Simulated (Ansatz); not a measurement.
# C2H6F2Ti: what the fields show

Input file:

```
crystal:
  periodic: [false, false, false]
  atoms:
    - {symbol: C, position_ang: [-1.578840, 0.442831, 0.294512]}
    - {symbol: Ti, position_ang: [0.111044, 0.172791, -0.829590]}
    - {symbol: C, position_ang: [1.496255, -0.612886, 0.457342]}
    - {symbol: F, position_ang: [-0.230126, -1.013881, -2.079060]}
    - {symbol: F, position_ang: [0.678999, 1.742968, -1.375308]}
    - {symbol: H, position_ang: [-1.904292, -0.518351, 0.704515]}
    - {symbol: H, position_ang: [-1.368283, 1.137778, 1.113395]}
    - {symbol: H, position_ang: [-2.377752, 0.855412, -0.329829]}
    - {symbol: H, position_ang: [2.434011, -0.799510, -0.075646]}
    - {symbol: H, position_ang: [1.122690, -1.556601, 0.866929]}
    - {symbol: H, position_ang: [1.681595, 0.092549, 1.273340]}
basis:
  gaussian: {orbitals: def2-TZVPP}
hamiltonian: {xc: pbe0, dispersion: d4}
output: {orbitals: {seedname: orbitals}}
```

Run with:

```sh
ansatz run in.yaml --threads 4 --pin off --events-out ev --progress --plain --max-ram 10444MiB
```

Geometry: PBE0-D4/def2-TZVP.

These are results of RKS PBE0-D4/def2-TZVPP in Ansatz, not measurements.

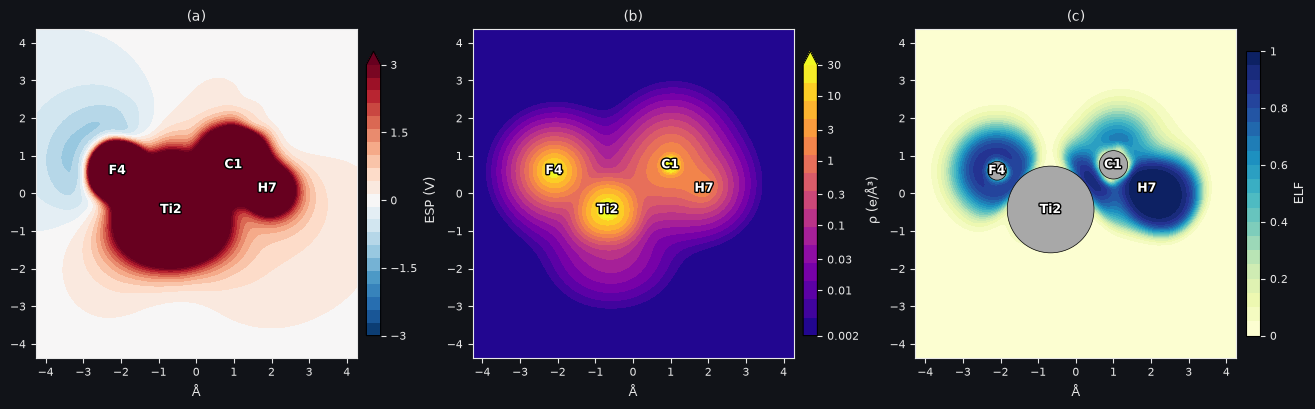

Figure 1. (a) electrostatic potential; (b) total electron density; (c) ELF on the plane of atoms Ti2, C1 and H7. Grey discs cover the atomic cores in the ELF map.

Question: What does the map show?

Answer: Atoms in the plane: C, Ti, F and H. Ti–F (1.76 Å): the density is about 1.1 e/Å³ at the midpoint; the ELF peaks at about 0.85 in the valence shell of F, 0.5 Å from its nucleus, and drops to about 0.20 between the two atoms. C–Ti (2.05 Å): ρ is about 0.82 e/Å³ halfway; the ELF peaks at about 0.95 in the valence shell of C, 0.7 Å from its nucleus, and is about 0.60 at the midpoint. C–H (1.09 Å): the density is about 1.9 e/Å³ at the midpoint; the ELF climbs to about 1 towards the hydrogen, as it does in any bond to H; an ordinary covalent bond to hydrogen. Outside the dense part of the molecule the potential is most negative (−1.1 V) near F4.

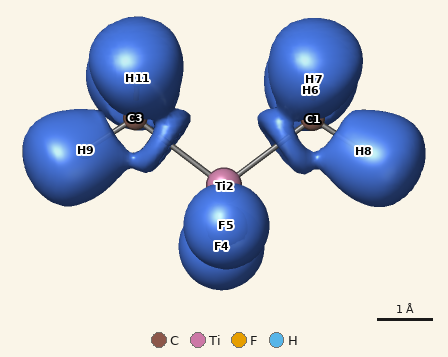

Figure 2. Isosurface of the electron localisation function at 0.75 (blue), seen at a tilt. Core shells and regions of very low density are left out.

Question: Describe the localisation domains.

Answer: The surface consists of two regions wrapped around F (the valence shell of each) and two joined regions spread over several atoms (C, H), in which their bonds and any lone pairs are merged.

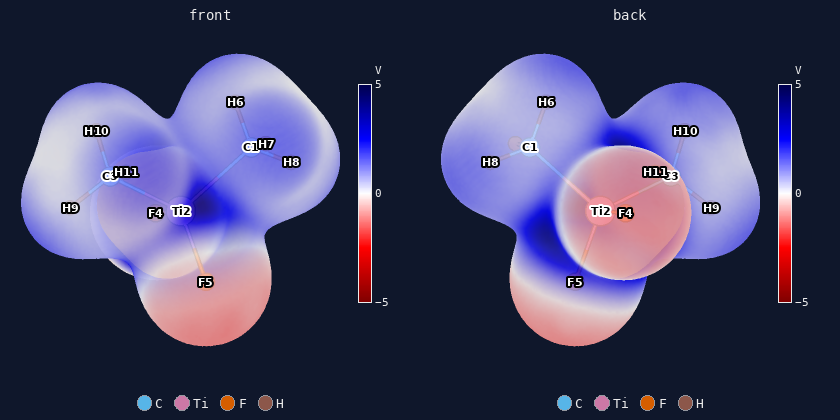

Figure 3. The electrostatic potential painted on the density surface at 0.004 e/bohr³, seen from the front and from behind; the colour scale runs from red (negative) to blue (positive).

Question: Describe the electrostatic potential map.

Answer: The most negative region (about −1.1 V) lies over F4 and F5, the most positive (about +3.9 V) over Ti2.
